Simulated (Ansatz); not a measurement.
**C2H3ClSi (SMILES ClC1=C[SiH2]1): BCCD(T)/def2-SVP**

What is the energy change on altering one bond length of C2H3ClSi at BCCD(T)/def2-SVP? 

The results are computed with Ansatz 0.2.0.

57 further runs of the same task are left out: 57 set aside as unsound or not needed.

## (1) The molecule

C2H3ClSi has 7 atoms, charge 0, and is taken as a singlet. As SMILES, `ClC1=C[SiH2]1`. The shape is that of a PBE0-D4/def2-TZVP optimisation.

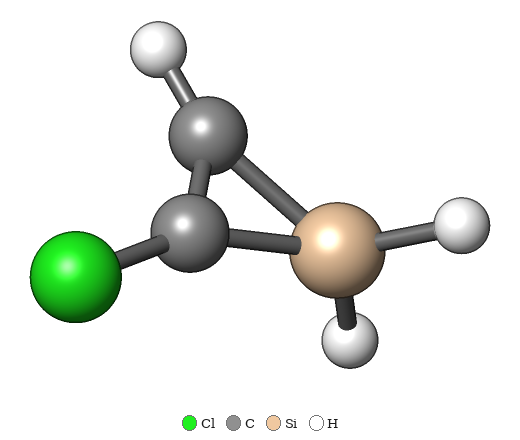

The structure, seen from a chosen angle (chlorine green, carbon grey, silicon light orange, hydrogen white).

## (2) A single-point energy at BCCD(T)/def2-SVP

job.yaml

```yaml
crystal:
  periodic: [false, false, false]
  atoms:
    - {symbol: Cl, position_ang: [-1.169200, -2.293300, 0.411500]}
    - {symbol: C, position_ang: [-0.358000, -0.819900, 0.163200]}
    - {symbol: C, position_ang: [0.836800, -0.330000, 0.466700]}
    - {symbol: Si, position_ang: [-0.185900, 0.871600, -0.438900]}
    - {symbol: H, position_ang: [1.727500, -0.673800, 0.975600]}
    - {symbol: H, position_ang: [-0.837800, 2.011300, 0.248800]}
    - {symbol: H, position_ang: [0.047800, 1.166200, -1.872600]}
basis:
  gaussian: {orbitals: def2-SVP}
correlation: {method: bccd_t, frozen_orbitals: {C: 1, Cl: 5, H: 0, Si: 5}}
accuracy: high
scf: {omitted_lower_state_checks: [cluster_reference, increment]}
```

The run is started by

```console
$ ansatz run job.yaml --threads 1 --pin off --max-ram 3480MiB --events-out events.jsonl --progress --plain --runs-dir runs
```

Standard output:

```text
Warning: RAYON_NUM_THREADS=1 ignored (pool sized by the plan → 1); use --threads N
Functional definition: HF
  name "HF"
  exchange = exact_x
  correlation = 0
these checks for a lower state are left out or cut short: cluster_reference, increment
1684 factors; integrals over basis functions are off by at most 3.6e-9 eV
mean field evaluation 1: about -22462.1490 eV, gradient 2.3e1 eV
mean field evaluation 2: about -22462.1601 eV, gradient 2.3e1 eV
mean field evaluation 4: about -22463.8982 eV, gradient 3.2e0 eV
mean field evaluation 8: about -22463.9440 eV, gradient 6.4e-4 eV
mean field -22463.94396517 eV, -825.5347141117 hartree, gradient 3.1e-8 eV, S^2 0.000000; 0 other end points of the search recorded, 0 dependent functions left out
12 core orbitals not correlated: weight in the atoms' cores, before any rotation towards them, 1.000 or more for the frozen orbitals, at most 0.000 for the correlated occupied ones
reference -22463.94396517 eV, -825.5347141117 hartree; 11, 11 occupied and 56, 56 virtual orbitals, 1684 factors
second order -13.24676807 eV of doubles, -0.00000000 eV of singles
cycle   1  -13.81011339 eV  change   -5.6e-1 eV  update   9.1e-2
cycle   2  -14.20525442 eV  change   -4.0e-1 eV  update   2.9e-2
cycle   3  -14.27573155 eV  change   -7.0e-2 eV  update   1.4e-2
cycle   4  -14.27333126 eV  change    2.4e-3 eV  update   4.7e-3
cycle   5  -14.27046089 eV  change    2.9e-3 eV  update   1.8e-3
cycle   6  -14.27054300 eV  change   -8.2e-5 eV  update   5.1e-4
cycle   7  -14.27031109 eV  change    2.3e-4 eV  update   1.7e-4
cycle   8  -14.27029617 eV  change    1.5e-5 eV  update   6.4e-5
cycle   9  -14.27030268 eV  change   -6.5e-6 eV  update   2.4e-5
cycle  10  -14.27029119 eV  change    1.1e-5 eV  update   8.7e-6
cycle  11  -14.27029087 eV  change    3.2e-7 eV  update   3.0e-6
cycle  12  -14.27029188 eV  change   -1.0e-6 eV  update   1.0e-6
cycle  13  -14.27029240 eV  change   -5.2e-7 eV  update   3.8e-7
cycle  14  -14.27029274 eV  change   -3.4e-7 eV  update   1.4e-7
cycle  15  -14.27029280 eV  change   -6.7e-8 eV  update   6.5e-8
cycle  16  -14.27029276 eV  change    3.9e-8 eV  update   3.5e-8
cycle  17  -14.27029277 eV  change   -1.8e-9 eV  update   2.6e-8
cycle  18  -14.27029280 eV  change   -3.9e-8 eV  update   1.1e-7
cycle  19  -14.27029283 eV  change   -2.4e-8 eV  update   2.8e-8
cycle  20  -14.27029282 eV  change    2.6e-9 eV  update   8.4e-9
cycle  21  -14.27029282 eV  change    5.4e-9 eV  update   3.5e-9
cycle  22  -14.27029282 eV  change    1.5e-9 eV  update   1.4e-9
perturbative correction -0.55491516 eV, -0.0203927559 hartree
Total energy: -22478.76917314 eV, -826.0795304560 hartree
Checks for a lower state left out: cluster_reference, increment
```

It took 12 s on 1 thread of Arm Neoverse V2, shared host; peak memory 0.46 GiB.

## (3) The distorted shape

input.yaml

```yaml
crystal:
  periodic: [false, false, false]
  atoms:
    - {symbol: Cl, position_ang: [-1.881732, -2.018271, 0.004396]}
    - {symbol: C, position_ang: [-1.070532, -0.544871, -0.243904]}
    - {symbol: C, position_ang: [0.124268, -0.054971, 0.059596]}
    - {symbol: Si, position_ang: [-0.898432, 1.146629, -0.846004]}
    - {symbol: H, position_ang: [1.727500, -0.673800, 0.975600]}
    - {symbol: H, position_ang: [-1.550332, 2.286329, -0.158304]}
    - {symbol: H, position_ang: [-0.664732, 1.441229, -2.279704]}
basis:
  gaussian: {orbitals: def2-SVP}
scf: {omitted_lower_state_checks: [cluster_reference, increment]}
correlation: {method: bccd_t, frozen_orbitals: {C: 1, Cl: 5, H: 0, Si: 5}}
accuracy: high
```

The run is started by

```console
$ ansatz run input.yaml --threads 1 --pin off --max-ram 3480MiB --events-out events.jsonl --progress --plain --runs-dir runs
```

Standard output:

```text
Warning: RAYON_NUM_THREADS=1 ignored (pool sized by the plan → 1); use --threads N
[... 4 set-up lines as earlier in the session ...]
these checks for a lower state are left out or cut short: cluster_reference, increment
1686 factors; integrals over basis functions are off by at most 8.1e-9 eV
mean field evaluation 1: about -22458.0057 eV, gradient 2.1e1 eV
mean field evaluation 2: about -22458.1023 eV, gradient 2.1e1 eV
mean field evaluation 4: about -22459.7743 eV, gradient 3.7e0 eV
mean field evaluation 8: about -22459.8440 eV, gradient 6.5e-4 eV
mean field -22459.84397453 eV, -825.3840422348 hartree, gradient 8.3e-8 eV, S^2 0.000000; 0 other end points of the search recorded, 0 dependent functions left out; unrestricted orbitals would lower it
12 core orbitals not correlated: weight in the atoms' cores, before any rotation towards them, 1.000 or more for the frozen orbitals, at most 0.000 for the correlated occupied ones
reference -22459.84397453 eV, -825.3840422348 hartree; 11, 11 occupied and 56, 56 virtual orbitals, 1686 factors
second order -13.79560308 eV of doubles, -0.00000000 eV of singles
cycle   1  -14.25787867 eV  change   -4.6e-1 eV  update   1.2e-1
cycle   2  -14.77923167 eV  change   -5.2e-1 eV  update   4.8e-2
cycle   3  -14.93891126 eV  change   -1.6e-1 eV  update   2.6e-2
cycle   4  -14.93561141 eV  change    3.3e-3 eV  update   8.3e-3
cycle   5  -14.93407929 eV  change    1.5e-3 eV  update   3.2e-3
cycle   6  -14.93529114 eV  change   -1.2e-3 eV  update   1.3e-3
cycle   7  -14.93557752 eV  change   -2.9e-4 eV  update   6.2e-4
cycle   8  -14.93552914 eV  change    4.8e-5 eV  update   2.2e-4
cycle   9  -14.93570395 eV  change   -1.7e-4 eV  update   9.2e-5
cycle  10  -14.93570673 eV  change   -2.8e-6 eV  update   3.9e-5
cycle  11  -14.93568251 eV  change    2.4e-5 eV  update   1.7e-5
cycle  12  -14.93569398 eV  change   -1.1e-5 eV  update   8.7e-6
cycle  13  -14.93569145 eV  change    2.5e-6 eV  update   2.9e-6
cycle  14  -14.93569479 eV  change   -3.3e-6 eV  update   1.2e-6
cycle  15  -14.93569573 eV  change   -9.4e-7 eV  update   4.8e-7
cycle  16  -14.93569567 eV  change    6.1e-8 eV  update   2.1e-7
cycle  17  -14.93569556 eV  change    1.1e-7 eV  update   1.2e-7
cycle  18  -14.93569555 eV  change    1.1e-8 eV  update   6.3e-8
cycle  19  -14.93569556 eV  change   -1.1e-8 eV  update   4.2e-8
cycle  20  -14.93569568 eV  change   -1.2e-7 eV  update   1.7e-7
cycle  21  -14.93569573 eV  change   -4.8e-8 eV  update   5.5e-8
cycle  22  -14.93569568 eV  change    5.0e-8 eV  update   2.1e-8
cycle  23  -14.93569566 eV  change    1.8e-8 eV  update   7.7e-9
cycle  24  -14.93569566 eV  change    3.6e-9 eV  update   2.9e-9
cycle  25  -14.93569565 eV  change    2.3e-9 eV  update   1.3e-9
perturbative correction -0.71817237 eV, -0.0263923480 hartree
Total energy: -22475.49784255 eV, -825.9593112743 hartree
Checks for a lower state left out: cluster_reference, increment
```

Wall time 13 s (1 thread of Arm Neoverse V2, shared host); peak memory 0.46 GiB.

## (4) Summary of results

Level: BCCD(T)/def2-SVP, 12 core orbitals frozen.

| quantity | value |
| --- | --- |
| first shape: total energy | -826.07953 Eh |
| first shape: correlation energy (12 core orbitals frozen) | -544.8 mEh |
| first shape: (T) correction | -20.39 mEh |
| distorted shape: total energy | -825.95931 Eh |
| distorted shape: correlation energy (12 core orbitals frozen) | -575.3 mEh |
| distorted shape: (T) correction | -26.39 mEh |
| energy change with the C3–H5 bond stretched from 1.082 to 1.947 Å | 3.271 eV |

With the C3–H5 bond stretched from 1.082 to 1.947 Å the energy rises by 3.27 eV (316 kJ/mol). The first shape isn't relaxed at this level, so the change isn't measured from a minimum. A restricted reference can't describe the breaking bond well at this length. The triples (first shape) make up 3.7 % of the correlation energy. The restricted solution (distorted shape) is unstable to spin breaking: an unrestricted one lies lower. The triples (distorted shape) make up 4.6 % of the correlation energy.
